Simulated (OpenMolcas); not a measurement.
# A workflow on CH2F2 (difluoromethane)

We compute a single-point energy (HF/ANO-RCC-MB), then the energy (CASSCF(2,2)/ANO-RCC-VDZP), then an energy scan (CASPT2(2,2)/ANO-RCC-VDZP), then an energy scan (SC-NEVPT2(2,2)/ANO-RCC-VDZP), then the energy along one coordinate (MC-PDFT[tPBE](2,2)/ANO-RCC-VDZP) of CH2F2 (difluoromethane). 

The calculation is run with OpenMolcas 26.06.

### Step 1. The system as given

CH2F2: 5 atoms, total charge 0, spin state singlet. SMILES: `FCF`. The coordinates come from a PBE0-D4/def2-TZVP relaxation.

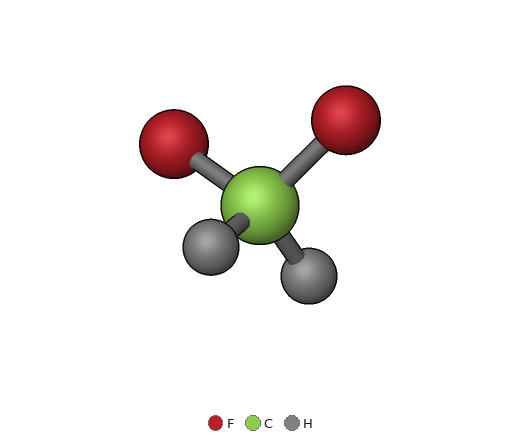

Viewed from a chosen angle; fluorine red, carbon green, hydrogen grey.

### Step 2. A single-point energy at HF/ANO-RCC-MB (DKH2) (run 1)

mol.xyz reads:

```xyz
5

F     -1.073300     0.191200     0.698300
C      0.010100    -0.016900    -0.082300
F      1.090500    -0.179200     0.713200
H     -0.142700    -0.932900    -0.659500
H      0.165300     0.864200    -0.711100
```

step1.input reads:

```
>>> EXPORT MOLCAS_PRINT=2

&GATEWAY
  Coord
  mol.xyz
  Basis
  ANO-RCC-MB
  Group
  NoSym

&SEWARD

&SCF
  PrOrbitals
  0

&LOCALISATION
  Occupied
  Freeze
  Pipek-Mezey

&LOCALISATION
  FileOrb
  $Project.LocOrb
  Virtual
  Pipek-Mezey
```

Started as:

```bash
$ export MOLCAS_MEM=1860
$ pymolcas step1.input > step1.log
```

The program printed:

```text
--- Start Module: gateway ---
[...]
--- Stop Module: gateway /rc=_RC_ALL_IS_WELL_ ---
[...]
      Basis functions           17
[...]
       Convergence after   9 Iterations
[...]
::    Total SCF energy                               -237.9529739350
[...]
      Total spin, S                                     0.0000000000
[...]
      Total electronic charge=   26.000000
      Total            charge=   -0.000000
[...]
      Dipole Moment (debye):
      Origin of the operator (angstrom)=    0.0091   -0.0008    0.4700
                   X=  4.3791E-03               Y= -6.6323E-02               Z= -2.2852E+00           Total=  2.2861E+00
      Quadrupole Moment (debye*angstrom):
[...]
--- Start Module: localisation ---
[...]
--- Stop Module: localisation /rc=_RC_ALL_IS_WELL_ ---
--- Start Module: localisation ---
[...]
--- Stop Module: localisation /rc=_RC_ALL_IS_WELL_ ---
[...]
```

It took 1.5 s on 1 thread of Intel Xeon 6975P-C (Granite Rapids), shared host; peak memory 0.37 GiB.

### Step 3. The energy at CASSCF(2,2)/ANO-RCC-VDZP (DKH2) (run 2)

mol.xyz is that of step 2.

step2.input reads:

```
&GATEWAY
  Coord = mol.xyz
  Basis = ANO-RCC-MB
  Group = NoSym

&SEWARD

&RASSCF
  FileOrb = $CurrDir/step1.LocOrb
  Alter = 2
  1 9 13
  1 14 15
  Spin = 1
  Nactel = 2 0 0
  Inactive = 12
  Ras2 = 2
  OrbListing = Nothing
>>> COPY $Project.RunFile RUNFIL1
>>> COPY $Project.RasOrb INPORB

&GATEWAY
  Coord = mol.xyz
  Basis = ANO-RCC-VDZP
  Group = NoSym

&SEWARD
>>> COPY $Project.RunFile RUNFIL2

&EXPBAS

&RASSCF
  FileOrb = $Project.ExpOrb
  Spin = 1
  Nactel = 2 0 0
  Inactive = 12
  Ras2 = 2
  OrbListing = Nothing
```

Started as:

```bash
$ export MOLCAS_MEM=1860
$ pymolcas step2.input > step2.log
```

The program printed:

```text
--- Start Module: gateway ---
[...]
--- Stop Module: gateway /rc=_RC_ALL_IS_WELL_ ---
[...]
      Basis functions           17
[...]
      Number of active orbitals                  2
[...]
      Spin quantum number                      0.0
[...]
      Active orbitals                            2
[...]
      Number of CSFs                             3
[...]
      Number of root(s) required                 1
[...]
      Convergence after  9 iterations
[...]
      printout of CI-coefficients larger than  0.05 for root  1
      energy=    -237.972900
      conf/sym  11     Coeff  Weight
             1  20   0.99397 0.98798
             3  02  -0.10964 0.01202
      Natural orbitals and occupation numbers for root  1
      sym 1:   1.975960   0.024040
      ************************************************************************************************************************
      *                                                    Final results                                                     *
[...]
::    RASSCF root number  1 Total energy:   -237.97289998
[...]
      Basis functions           52
[...]
--- Start Module: expbas ---
[...]
--- Stop Module: expbas /rc=_RC_ALL_IS_WELL_ ---
--- Start Module: rasscf ---
[...]
      Convergence after 15 iterations
[...]
      Natural orbitals and occupation numbers for root  1
      sym 1:   1.978229   0.021771
      ************************************************************************************************************************
      *                                                    Final results                                                     *
[...]
::    RASSCF root number  1 Total energy:   -238.20798131
[...]
      Total electronic charge=   26.000000
      Total            charge=   -0.000000
[...]
      Dipole Moment (debye):
      Origin of the operator (angstrom)=    0.0091   -0.0008    0.4700
                   X= -1.3050E-01               Y= -4.2694E-02               Z= -2.2624E+00           Total=  2.2665E+00
      Quadrupole Moment (debye*angstrom):
[...]
--- Stop Module: rasscf /rc=_RC_ALL_IS_WELL_ ---
[...]
```

It took 4.8 s on 1 thread of Intel Xeon 6975P-C (Granite Rapids), shared host; peak memory 0.39 GiB.

### Step 4. The energy along one coordinate at CASPT2(2,2)/ANO-RCC-VDZP (DKH2, ipea shift 0.25 Eh, pt2 variant SS) (run 3)

step3.input reads:

```
>>> COPY $CurrDir/step2.RasOrb $Project.RasOrb
>>> ForEach K in (1, 2, 3, 4, 5, 6, 7, 8, 9)
&GATEWAY
COORD=$CurrDir/point$K.xyz
BASIS=ANO-RCC-VDZP
GROUP=NoSym
&SEWARD
&RASSCF
FILEORB=$Project.RasOrb
SPIN=1
NACTEL=2 0 0
INACTIVE=12
RAS2=2
ORBLISTING=Nothing
&CASPT2
IMAGINARY=0.2
FROZEN=3
>>> EndDo
```

Started as:

```bash
$ export MOLCAS_MEM=1860
$ pymolcas step3.input > step3.log
```

The program printed:

```text
[...]
      Basis functions           52
[...]
      Number of active orbitals                  2
[...]
      Spin quantum number                      0.0
[...]
      Active orbitals                            2
[...]
      Number of CSFs                             3
[...]
      Number of root(s) required                 1
[...]
      Convergence after 11 iterations
[...]
      Natural orbitals and occupation numbers for root  1
      sym 1:   1.987449   0.012551
      ************************************************************************************************************************
      *                                                    Final results                                                     *
[...]
::    RASSCF root number  1 Total energy:   -238.18854945
[...]
::    CASPT2 Root  1     Total energy:   -238.68156153
[...]
      Convergence after 11 iterations
[...]
      Natural orbitals and occupation numbers for root  1
      sym 1:   1.978263   0.021737
      ************************************************************************************************************************
      *                                                    Final results                                                     *
[...]
      Convergence after 21 iterations
[...]
      Natural orbitals and occupation numbers for root  1
      sym 1:   1.675008   0.324992
      ************************************************************************************************************************
      *                                                    Final results                                                     *
[...]
      Convergence after 19 iterations
[...]
      Natural orbitals and occupation numbers for root  1
      sym 1:   1.398914   0.601086
      ************************************************************************************************************************
      *                                                    Final results                                                     *
[...]
      Convergence after 17 iterations
[...]
      Natural orbitals and occupation numbers for root  1
      sym 1:   1.164681   0.835319
      ************************************************************************************************************************
      *                                                    Final results                                                     *
[...]
::    RASSCF root number  1 Total energy:   -238.05107825
[...]
::    CASPT2 Root  1     Total energy:   -238.51349871
[...]
      Convergence after 24 iterations
[...]
::    RASSCF root number  1 Total energy:   -238.04948889
[...]
::    CASPT2 Root  1     Total energy:   -238.50965032
[...]
```

Run time: 29 s. Hardware: 1 thread of Intel Xeon 6975P-C (Granite Rapids), shared host; peak memory 0.39 GiB.

The scan, from its lowest point:

| C2–F1 (Å) | energy (kJ/mol) |
| --- | --- |
| 1.216 | 53.5 |
| 1.351 | 0.0 |
| 1.487 | 22.0 |
| 1.689 | 106.1 |
| 1.960 | 233.9 |
| 2.297 | 365.3 |
| 2.703 | 456.2 |
| 3.243 | 494.7 |
| 4.054 | 504.8 |

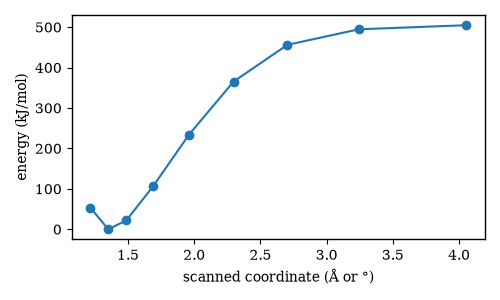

Energy along the scan.

### Step 5. The energy along one coordinate at SC-NEVPT2(2,2)/ANO-RCC-VDZP (DKH2, pt2 variant SC-NEVPT2) (run 4)

step4.inp reads:

```
>>> COPY $CurrDir/step2.RasOrb $Project.RasOrb
>>> ForEach K in (1, 2, 3, 4, 5, 6, 7, 8, 9)

&GATEWAY
 COORD=$CurrDir/point$K.xyz
 BASIS=ANO-RCC-VDZP
 GROUP=NoSym

&SEWARD

&RASSCF
 FILEORB=$Project.RasOrb
 SPIN=1
 NACTEL=2 0 0
 INACTIVE=12
 RAS2=2
 ORBLISTING=Nothing

&CASPT2
 SC-NEVPT2
 FROZEN=3
>>> EndDo
```

Started as:

```bash
$ export MOLCAS_MEM=1860
$ pymolcas step4.inp > step4.log
```

The program printed:

```text
[...]
      Basis functions           52
[...]
      Number of active orbitals                  2
[...]
      Spin quantum number                      0.0
[...]
      Active orbitals                            2
[...]
      Number of CSFs                             3
[...]
      Number of root(s) required                 1
[...]
      Convergence after 11 iterations
[...]
      printout of CI-coefficients larger than  0.05 for root  1
      energy=    -238.188549
      conf/sym  11     Coeff  Weight
             1  20   0.99686 0.99372
             3  02  -0.07922 0.00628
      Natural orbitals and occupation numbers for root  1
      sym 1:   1.987449   0.012551
      ************************************************************************************************************************
      *                                                    Final results                                                     *
[...]
::    RASSCF root number  1 Total energy:   -238.18854945
[...]
      E2 (Variational):          -0.4899929471
[...]
::    SC-NEVPT2 Root  1     Total energy:   -238.67844289
[...]
      Convergence after 11 iterations
[...]
      Natural orbitals and occupation numbers for root  1
      sym 1:   1.978263   0.021737
      ************************************************************************************************************************
      *                                                    Final results                                                     *
[...]
      Convergence after 21 iterations
[...]
      Natural orbitals and occupation numbers for root  1
      sym 1:   1.675008   0.324992
      ************************************************************************************************************************
      *                                                    Final results                                                     *
[...]
      Convergence after 19 iterations
[...]
      Natural orbitals and occupation numbers for root  1
      sym 1:   1.398914   0.601086
      ************************************************************************************************************************
      *                                                    Final results                                                     *
[...]
      Convergence after 17 iterations
[...]
::    RASSCF root number  1 Total energy:   -238.05107825
[...]
::    SC-NEVPT2 Root  1     Total energy:   -238.50728766
[...]
      Convergence after 24 iterations
[...]
::    RASSCF root number  1 Total energy:   -238.04948889
[...]
      E2 (Variational):          -0.4543476540
[...]
      Reference weight:           0.89306
[...]
::    SC-NEVPT2 Root  1     Total energy:   -238.50383654
[...]
```

Run time: 29 s. Hardware: 1 thread of Intel Xeon 6975P-C (Granite Rapids), shared host; peak memory 0.39 GiB.

The scan, from its lowest point:

| C2–F1 (Å) | energy (kJ/mol) |
| --- | --- |
| 1.216 | 59.3 |
| 1.351 | 0.0 |
| 1.487 | 18.1 |
| 1.689 | 101.3 |
| 1.960 | 234.7 |
| 2.297 | 376.9 |
| 2.703 | 471.7 |
| 3.243 | 508.6 |
| 4.054 | 517.7 |

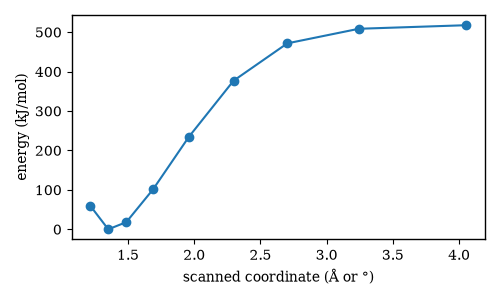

Energy along the scan.

### Step 6. An energy scan at MC-PDFT[tPBE](2,2)/ANO-RCC-VDZP (DKH2) (run 5)

step5.input reads:

```
* CH2F2 MC-PDFT
>>> COPY $CurrDir/step2.RasOrb $Project.RasOrb
>>> ForEach K in (1, 2, 3, 4, 5, 6, 7, 8, 9)
&GATEWAY
Coord = $CurrDir/point$K.xyz
Basis = ANO-RCC-VDZP
Group = NoSym
&SEWARD
&RASSCF
FileOrb = $Project.RasOrb
Spin = 1
Nactel = 2 0 0
Inactive = 12
Ras2 = 2
OrbListing = Nothing
&MCPDFT
KSDFT = T:PBE
>>> EndDo
```

Started as:

```bash
$ export MOLCAS_MEM=1860
$ pymolcas step5.input > step5.log
```

The program printed:

```text
--- Start Module: gateway ---
[...]
      Basis functions           52
[...]
      Number of active orbitals                  2
[...]
      Spin quantum number                      0.0
[...]
      Active orbitals                            2
[...]
      Number of CSFs                             3
[...]
      Number of root(s) required                 1
[...]
      Convergence after 11 iterations
[...]
      printout of CI-coefficients larger than  0.05 for root  1
      energy=    -238.188549
      conf/sym  11     Coeff  Weight
             1  20   0.99686 0.99372
             3  02  -0.07922 0.00628
      Natural orbitals and occupation numbers for root  1
      sym 1:   1.987449   0.012551
      ************************************************************************************************************************
      *                                                    Final results                                                     *
[...]
::    RASSCF root number  1 Total energy:   -238.18854945
[...]
::    MCPDFT root number  1 Total energy:   -238.99620074
[...]
      Convergence after 11 iterations
[...]
      Natural orbitals and occupation numbers for root  1
      sym 1:   1.978263   0.021737
      ************************************************************************************************************************
      *                                                    Final results                                                     *
[...]
      Convergence after 21 iterations
[...]
      Natural orbitals and occupation numbers for root  1
      sym 1:   1.675008   0.324992
      ************************************************************************************************************************
      *                                                    Final results                                                     *
[...]
      Convergence after 19 iterations
[...]
      Natural orbitals and occupation numbers for root  1
      sym 1:   1.398914   0.601086
      ************************************************************************************************************************
      *                                                    Final results                                                     *
[...]
      Convergence after 17 iterations
[...]
::    RASSCF root number  1 Total energy:   -238.05107825
[...]
::    MCPDFT root number  1 Total energy:   -238.81076877
[...]
      Convergence after 24 iterations
[...]
::    RASSCF root number  1 Total energy:   -238.04948889
[...]
      Total electronic charge=   26.000000
      Total            charge=   -0.000000
[...]
::    MCPDFT root number  1 Total energy:   -238.80688378
[...]
```

It took 30 s on 1 thread of Intel Xeon 6975P-C (Granite Rapids), shared host; peak memory 0.39 GiB.

The scan, from its lowest point:

| C2–F1 (Å) | energy (kJ/mol) |
| --- | --- |
| 1.216 | 53.2 |
| 1.351 | 0.0 |
| 1.487 | 21.2 |
| 1.689 | 103.5 |
| 1.960 | 232.0 |
| 2.297 | 378.4 |
| 2.703 | 492.3 |
| 3.243 | 540.0 |
| 4.054 | 550.2 |

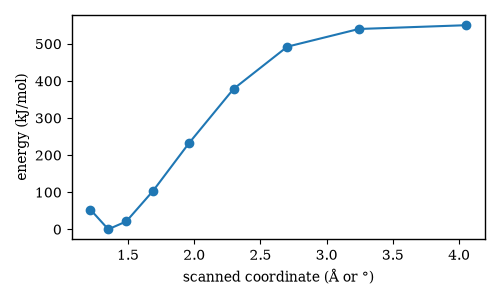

Energy along the scan.

### Step 7. Summary of results

```
                                                         quantity          value
                               run 1, HF/ANO-RCC-MB: total energy  -237.95297 Eh
                              run 1, HF/ANO-RCC-MB: dipole moment         2.29 D
                                run 1, HF/ANO-RCC-MB: HOMO energy      -15.47 eV
                                run 1, HF/ANO-RCC-MB: LUMO energy       10.02 eV
                              run 1, HF/ANO-RCC-MB: HOMO–LUMO gap       25.49 eV
                    run 2, CASSCF(2,2)/ANO-RCC-VDZP: total energy  -238.20798 Eh
  run 2, CASSCF(2,2)/ANO-RCC-VDZP: dipole moment (CASSCF density)         2.27 D
       run 3, CASPT2(2,2)/ANO-RCC-VDZP: lowest energy of the scan  -238.70193 Eh
    run 4, SC-NEVPT2(2,2)/ANO-RCC-VDZP: lowest energy of the scan  -238.70101 Eh
run 5, MC-PDFT[tPBE](2,2)/ANO-RCC-VDZP: lowest energy of the scan  -239.01646 Eh
```

Mulliken charges (run 1, HF/ANO-RCC-MB) run from -0.31 on F1 to +0.22 on H4; they depend strongly on the basis. Mulliken charges (run 2, CASSCF(2,2)/ANO-RCC-VDZP) run from -0.34 on F3 to +0.78 on C2; they depend strongly on the basis.
